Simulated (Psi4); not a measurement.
## Excited-state calculation of SiNH₄O (charge −1)

System: SiNH₄O, charge −1, SMILES N[SiH-]O.
Method: TDA (BHLYP)/def2-SVP, RKS (Psi4 1.11).

The geometry comes from this level: GFN2-xTB.

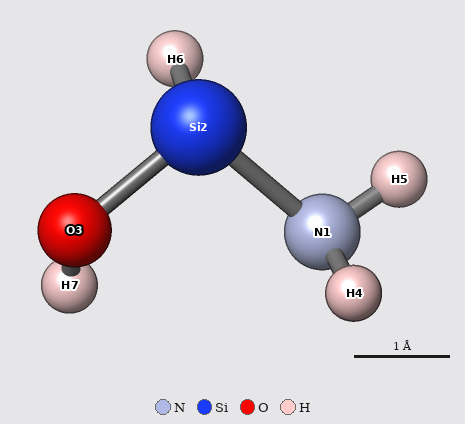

Fig. 1: The structure as given in the input (ball-and-stick view, seen at a tilt; atoms are numbered from 1 in the order of the input). Bond lengths as drawn: H–N 1.02 Å, H–O 0.96 Å, H–Si 1.55 Å, N–Si 1.83 Å and O–Si 1.70 Å.

## The input (input.inp)
```python
memory 1600 mb

molecule {
  -1 1
  N     -0.940250     0.080330    -0.489950
  Si     0.408150     0.625000     0.628660
  O      1.725490    -0.181570    -0.074880
  H     -0.881470     0.565790    -1.381210
  H     -1.837290     0.339730    -0.090590
  H      0.007340    -0.353090     1.768080
  H      1.518040    -1.076200    -0.360110
  symmetry c1
}

set {
  basis def2-SVP
  reference rks
  puream true
  scf_type pk
  dft_radial_points 99
  dft_spherical_points 590
  save_jk true
}

from psi4.driver.procrouting.response.scf_response import tdscf_excitations
energy_value, wavefunction = energy("bhhlyp", return_wfn=True)
states = tdscf_excitations(wavefunction, states=5, tda=True)
print_variables()
```

Run as:
```bash
psi4 -n 1 input.inp input.out
```

## The program's output
```
Psi4 1.11 release

   => Loading Basis Set <=

    Name: DEF2-SVP
    Role: ORBITAL
    Keyword: BASIS

         ---------------------------------------------------------
                                   SCF
                              RKS Reference
                        1 Threads,   1525 MiB Core
         ---------------------------------------------------------

  ==> Geometry <==

    Molecular point group: c1
    Full point group: C1

    Geometry (in Angstrom), charge = -1, multiplicity = 1:

       Center              X                  Y                   Z               Mass
    ------------   -----------------  -----------------  -----------------  -----------------
         N           -1.337770459975    -0.164458055261    -0.642598243477    14.003074004430
         SI           0.010629540025     0.380211944739     0.476011756523    27.976926534650
         O            1.327969540025    -0.426358055261    -0.227528243477    15.994914619570
         H           -1.278990459975     0.321001944739    -1.533858243477     1.007825032230
         H           -2.234810459975     0.094941944739    -0.243238243477     1.007825032230
         H           -0.390180459975    -0.597878055261     1.615431756523     1.007825032230
         H            1.120519540025    -1.320988055261    -0.512758243477     1.007825032230

  Running in c1 symmetry.

  Rotational constants: A =      0.66295  B =      0.25124  C =      0.19626 [cm^-1]
  Rotational constants: A =  19874.65234  B =   7531.94085  C =   5883.87048 [MHz]
  Nuclear repulsion =  108.376372008166953

  Charge       = -1
  Multiplicity = 1
  Electrons    = 34
  Nalpha       = 17
  Nbeta        = 17

  ==> Algorithm <==

  SCF Algorithm Type is PK.
  DIIS enabled.
  MOM disabled.
  Fractional occupation disabled.
  Guess Type is SAD.
  Energy threshold   = 1.00e-06
  Density threshold  = 1.00e-06
  Integral threshold = 1.00e-12

  ==> Primary Basis <==

  Basis Set: DEF2-SVP
    Blend: DEF2-SVP
    Number of shells: 32
    Number of basis functions: 66
    Number of Cartesian functions: 69
    Spherical Harmonics?: true
    Max angular momentum: 2

  ==> DFT Potential <==

   => LibXC <=

    Version 7.1.2

   => Composite Functional: BHANDHLYP <=

    BHandHLYP Hyb-GGA Exchange-Correlation Functional

    Defined through Gaussian implementation.

    Deriv               =              1
    GGA                 =           TRUE
    Meta                =          FALSE

    Exchange Hybrid     =           TRUE
    MP2 Hybrid          =          FALSE

   => Exchange Functionals <=

    0.5000         Becke 88

   => Exact (HF) Exchange <=

    0.5000               HF

   => Correlation Functionals <=

    1.0000   Lee, Yang & Parr

   => LibXC Density Thresholds  <==

    XC_HYB_GGA_XC_BHANDHLYP:  1.00E-15

   => Molecular Quadrature <=

    Radial Scheme          =       TREUTLER
    Pruning Scheme         =           NONE
    Nuclear Scheme         =       TREUTLER

    Blocking Scheme        =         OCTREE
    BS radius alpha        =              1
    Pruning alpha          =              1
    Radial Points          =             99
    Spherical Points       =            590
    Total Points           =         390292
    Total Blocks           =           2846
    Max Points             =            256
    Max Functions          =             66
    Weights Tolerance      =       1.00E-15

  ==> Integral Setup <==

  Using in-core PK algorithm.
   Calculation information:
      Number of atoms:                   7
      Number of AO shells:              32
      Number of primitives:             62
      Number of atomic orbitals:        69
      Number of basis functions:        66

      Integral cutoff                 1.00e-12
      Number of threads:                 1

  Performing in-core PK
  Using 4890732 doubles for integral storage.
  We computed 136398 shell quartets total.
  Whereas there are 139656 unique shell quartets.

  ==> DiskJK: Disk-Based J/K Matrices <==

    J tasked:                  Yes
    K tasked:                  Yes
    wK tasked:                  No
    Memory [MiB]:              508
    Schwarz Cutoff:          1E-12

  Cached 100.0% of DFT collocation blocks in 0.621 [GiB].

  Minimum eigenvalue in the overlap matrix is 1.2984556900E-02.
  Reciprocal condition number of the overlap matrix is 2.7429277891E-03.
    Using symmetric orthogonalization.

  ==> Pre-Iterations <==

  SCF Guess: Superposition of Atomic Densities via on-the-fly atomic UHF (no occupation information).

   -------------------------
    Irrep   Nso     Nmo
   -------------------------
     A         66      66
   -------------------------
    Total      66      66
   -------------------------

  ==> Iterations <==

                        Total Energy        Delta E     RMS |[F,P]|

   @RKS iter SAD:  -420.86252900786809   -4.20863e+02   0.00000e+00
   @RKS iter   1:  -421.31484483045466   -4.52316e-01   1.26038e-02 DIIS/ADIIS
   @RKS iter   2:  -421.29294770097391    2.18971e-02   1.34527e-02 DIIS/ADIIS
   @RKS iter   3:  -421.62578426276986   -3.32837e-01   6.90253e-04 DIIS/ADIIS
   @RKS iter   4:  -421.62682685282715   -1.04259e-03   2.59613e-04 DIIS/ADIIS
   @RKS iter   5:  -421.62695984749956   -1.32995e-04   1.00308e-04 DIIS/ADIIS
   @RKS iter   6:  -421.62697863461005   -1.87871e-05   2.20766e-05 DIIS
   @RKS iter   7:  -421.62697971162027   -1.07701e-06   2.50279e-06 DIIS
   @RKS iter   8:  -421.62697973861430   -2.69940e-08   5.95485e-07 DIIS
  Energy and wave function converged.

  ==> Post-Iterations <==

   Electrons on quadrature grid:
      Ntotal   =   33.9999999695 ; deviation = -3.051e-08

    Orbital Energies [Eh]
    ---------------------

    Doubly Occupied:

       1A    -66.878295     2A    -19.437852     3A    -14.555334
       4A     -5.350087     5A     -3.618076     6A     -3.616912
       7A     -3.613704     8A     -0.875193     9A     -0.720688
      10A     -0.375261    11A     -0.328594    12A     -0.298834
      13A     -0.203551    14A     -0.184088    15A     -0.140823
      16A     -0.122308    17A      0.021742

    Virtual:

      18A      0.272392    19A      0.288097    20A      0.343908
      21A      0.351754    22A      0.362262    23A      0.442061
      24A      0.507407    25A      0.673250    26A      0.691090
      27A      0.740995    28A      0.757092    29A      0.791797
      30A      0.809698    31A      0.872850    32A      0.918993
      33A      0.942209    34A      0.978247    35A      1.049779
      36A      1.131772    37A      1.151249    38A      1.177259
      39A      1.243922    40A      1.311787    41A      1.354867
      42A      1.391002    43A      1.455344    44A      1.609991
      45A      1.650231    46A      1.741823    47A      1.790862
      48A      1.913380    49A      1.945053    50A      1.999372
      51A      2.046857    52A      2.107708    53A      2.370035
      54A      2.433505    55A      2.520311    56A      2.564884
      57A      2.920781    58A      2.941078    59A      3.085474
      60A      3.106654    61A      3.267694    62A      3.327971
      63A      3.402678    64A      3.469255    65A      3.710993
      66A      4.067907

    Final Occupation by Irrep:
              A
    DOCC [    17 ]
    NA   [    17 ]
    NB   [    17 ]

  @RKS Final Energy:  -421.62697973861430

   => Energetics <=

    Nuclear Repulsion Energy =            108.3763720081669533
    One-Electron Energy =                -805.2773676740152951
    Two-Electron Energy =                 294.9776472479124436
    DFT Exchange-Correlation Energy =     -19.7036313206784151
    Empirical Dispersion Energy =           0.0000000000000000
    VV10 Nonlocal Energy =                  0.0000000000000000
    Total Energy =                       -421.6269797386142955

Computation Completed

Properties will be evaluated at   0.000000,   0.000000,   0.000000 [a0]

Properties computed using the SCF density matrix

 Multipole Moments:

 ------------------------------------------------------------------------------------
     Multipole            Electronic (a.u.)      Nuclear  (a.u.)        Total (a.u.)
 ------------------------------------------------------------------------------------

 L = 1.  Multiply by 2.5417464519 to convert [e a0] to [Debye]
 Dipole X            :          2.1742761           -2.5989123           -0.4246363
 Dipole Y            :          0.8361406           -1.4022256           -0.5660850
 Dipole Z            :         -0.3628188           -0.6211001           -0.9839189
 Magnitude           :                                                    1.2119673

 ------------------------------------------------------------------------------------

	total time  =          7 seconds =       0.12 minutes

******************************************************************************************
**********                               WARNING                                **********
**********       The names of excited state variables changed between 1.5       **********
**********     and 1.6. For a quick solution, remove the symmetry specifier     **********
**********   from the variable name. For full details, see 'Notes on Psivars'   **********
**********                        in the documentation.                         **********
******************************************************************************************

         ---------------------------------------------------------
                         TDSCF excitation energies
         ---------------------------------------------------------

  ==> Options <==

     Residual threshold  : 1.0000e-04
     Initial guess       : denominators
     Reference           : RHF
     Solver type         : TDA (Davidson)

  ==> Requested Excitations <==

      5 singlet states with A symmetry

  ==> Seeking the lowest 5 singlet states with A symmetry

                         Generalized Davidson Solver

  ==> Options <==

    Max number of iterations        = 60
    Eigenvector tolerance           = 1.0000e-04
    Max number of expansion vectors = 1000

  => Iterations <=
                           Max[D[value]]     Max[|R|]   # vectors
  DavidsonSolver iter   1:   2.55809e-01  7.35086e-02     20
  DavidsonSolver iter   2:   7.11638e-03  1.54362e-02     25
  DavidsonSolver iter   3:   2.65964e-04  3.84775e-03     30
  DavidsonSolver iter   4:   1.81811e-05  9.57008e-04     35
  DavidsonSolver iter   5:   9.77092e-07  1.98055e-04     40
  DavidsonSolver iter   6:   4.22575e-08  5.87962e-05     42      Converged

******************************************************************************************
**********                               WARNING                                **********
**********  Length-gauge rotatory strengths are **NOT** gauge-origin invariant  **********
******************************************************************************************

                                    Excitation Energy         Total Energy        Oscillator Strength             Rotatory Strength
     #   Sym: GS->ES (Trans)        au              eV              au          au (length)    au (velocity)    au (length)    au (velocity)
    ---- -------------------- --------------- --------------- --------------- --------------- --------------- --------------- ---------------
     1        A->A (1 A)       0.16056         4.36907        -421.46642       0.0567          0.0356         -0.0752         -0.0406
     2        A->A (1 A)       0.17815         4.84761        -421.44883       0.1450          0.0251         -0.0226         -0.0405
     3        A->A (1 A)       0.22720         6.18241        -421.39978       0.0040          0.0000          0.0115         -0.0001
     4        A->A (1 A)       0.24475         6.66008        -421.38223       0.0858          0.0211         -0.0308         -0.0065
     5        A->A (1 A)       0.24841         6.75950        -421.37857       0.3053          0.0935          0.1322          0.0803

Contributing excitations
Only contributions with abs(coeff) > 1.00e-01 will be printed:

Excited State    1 (1 A):   0.16056 au   283.78 nm f = 0.0567
  Sums of squares: Xssq =  1.000000e+00
     17a  ->  18a     0.981224 (96.280%)
     17a  ->  19a     0.118112 ( 1.395%)

Excited State    2 (1 A):   0.17815 au   255.76 nm f = 0.1450
  Sums of squares: Xssq =  1.000000e+00
     17a  ->  18a    -0.120169 ( 1.444%)
     17a  ->  19a     0.978485 (95.743%)

Excited State    3 (1 A):   0.22720 au   200.54 nm f = 0.0040
  Sums of squares: Xssq =  1.000000e+00
     16a  ->  20a     0.115796 ( 1.341%)
     17a  ->  20a    -0.860143 (73.985%)
     17a  ->  21a     0.457609 (20.941%)

Excited State    4 (1 A):   0.24475 au   186.16 nm f = 0.0858
  Sums of squares: Xssq =  1.000000e+00
     16a  ->  18a     0.244599 ( 5.983%)
     17a  ->  21a    -0.220330 ( 4.855%)
     17a  ->  22a    -0.921362 (84.891%)

Excited State    5 (1 A):   0.24841 au   183.42 nm f = 0.3053
  Sums of squares: Xssq =  1.000000e+00
     17a  ->  20a    -0.468844 (21.981%)
     17a  ->  21a    -0.829949 (68.882%)
     17a  ->  22a     0.231326 ( 5.351%)

******************************************************************************************
**********                               WARNING                                **********
**********       The names of excited state variables changed between 1.5       **********
**********     and 1.6. For a quick solution, remove the symmetry specifier     **********
**********   from the variable name. For full details, see 'Notes on Psivars'   **********
**********                        in the documentation.                         **********
******************************************************************************************

  Variable Map:
  ----------------------------------------------------------------------------
  "CURRENT ENERGY"              =>    -421.626979738614
  "CURRENT REFERENCE ENERGY"    =>    -421.626979738614
  "DD SOLVATION ENERGY"         =>       0.000000000000
  "DFT FUNCTIONAL TOTAL ENERGY" =>    -421.626979738614
  "DFT TOTAL ENERGY"            =>    -421.626979738614
  "DFT VV10 ENERGY"             =>       0.000000000000
  "DFT XC ENERGY"               =>     -19.703631320678
  "GRID ELECTRONS ALPHA"        =>      16.999999984747
  "GRID ELECTRONS BETA"         =>      16.999999984747
  "GRID ELECTRONS TOTAL"        =>      33.999999969493
  "NUCLEAR REPULSION ENERGY"    =>     108.376372008167
  "ONE-ELECTRON ENERGY"         =>    -805.277367674015
  "PCM POLARIZATION ENERGY"     =>       0.000000000000
  "PE ENERGY"                   =>       0.000000000000
  "SCF ITERATION ENERGY"        =>    -421.626979738614
  "SCF ITERATIONS"              =>       8.000000000000
  "SCF TOTAL ENERGY"            =>    -421.626979738614
  "TWO-ELECTRON ENERGY"         =>     294.977647247912
  "XC GRID RADIAL POINTS"       =>      99.000000000000
  "XC GRID SPHERICAL POINTS"    =>     590.000000000000
  "XC GRID TOTAL POINTS"        =>  390292.000000000000

  Array Variable Map:
  ----------------------------------------------------------------------------
  "CURRENT DIPOLE"              =>      -0.424636272547 ... -0.983918930901 1 by 3
  "SCF DIPOLE"                  =>      -0.424636272547 ... -0.983918930901 1 by 3
  "SCF TOTAL ENERGIES"          =>    -420.862529007868 ... -421.626979738614 1 by 9

    Psi4 run time: 0:00:27.75
```

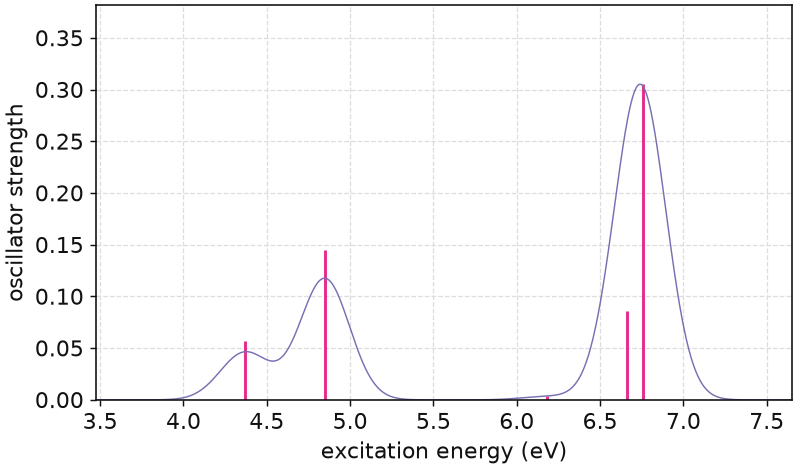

Fig. 2: Computed excitations as sticks (degenerate states added up, dark ones marked on the axis), with a Gaussian envelope of 0.35 eV full width at half maximum, scaled to the tallest. Of the 5 states the lowest lies at 4.37 eV (f = 0.057); the strongest line is at 6.76 eV, or 183 nm (f = 0.305).

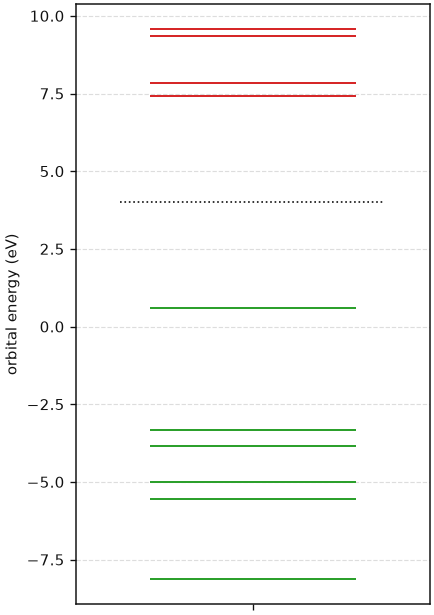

Fig. 3: Orbital energies near the frontier; the dotted line parts filled from empty levels, and levels within 0.02 eV of each other stand side by side. Highest filled 0.59 eV, lowest empty 7.41 eV, 6.82 eV apart.

## Results in brief

```json
{"quantity": "outcome", "value": "converged"}
{"quantity": "total energy", "value": "−421.626980 hartree"}
{"quantity": "basis functions", "value": "66"}
{"quantity": "HOMO", "value": "0.59 eV"}
{"quantity": "LUMO", "value": "7.41 eV"}
{"quantity": "lowest excitation", "value": "4.37 eV"}
{"quantity": "hardware", "value": "1 thread of Intel Xeon (Sapphire Rapids), 128 GiB of memory available, shared host"}
{"quantity": "wall time", "value": "30 s"}
{"quantity": "peak memory", "value": "0.92 GiB"}
```

The record of the run, not the program, notes: unbound anion.
